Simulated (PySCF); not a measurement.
```xyz
21

C     2.3006    0.8405    0.3952
C     2.1349   -0.5415   -0.2327
Si    0.6035   -0.6680   -1.3573
Cl    0.5227   -2.5451   -2.1342
C    -1.0194   -0.3772   -0.3689
C    -1.1598   -1.2587    0.8731
O    -0.9731    1.0116   -0.0589
C    -2.1948    1.5715    0.3493
H     1.4004    1.1247    0.9322
H     2.4798    1.5888   -0.3722
H     3.1404    0.8514    1.0877
H     2.0718   -1.2892    0.5622
H     3.0320   -0.7854   -0.8057
H     0.6488    0.2859   -2.4650
H    -1.8903   -0.5612   -1.0202
H    -2.1307   -1.1258    1.3478
H    -0.3854   -1.0108    1.5952
H    -1.0581   -2.3035    0.5898
H    -2.9869    1.3632   -0.3808
H    -2.0347    2.6467    0.4127
H    -2.5105    1.1992    1.3300
```

Geometry: GFN2-xTB.

Level of theory: PBE0/pcSseg-1, SCF density, gas phase, non-relativistic in PySCF.

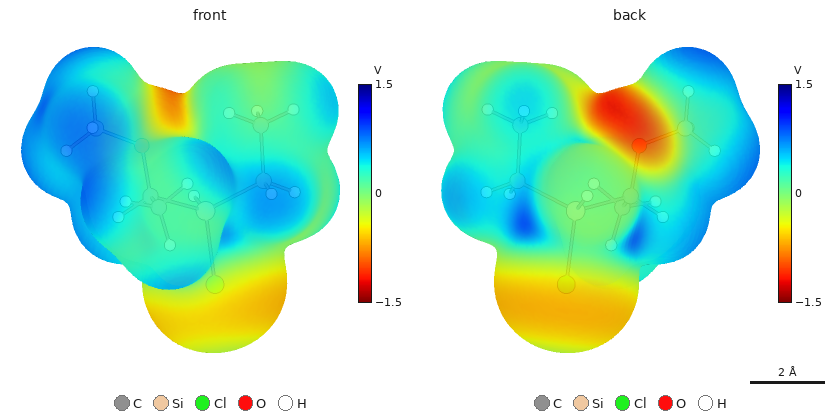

C5H13ClOSi. The molecular electrostatic potential painted on the density surface at 0.002 e/bohr³, seen from the front and from behind; red is negative and blue positive.

**Describe the electrostatic potential map.**

The most negative region (about −1.2 V) lies over O7, the most positive (about +0.8 V) over the C, H and Si atoms. O7 is the likeliest acceptor of a hydrogen bond.
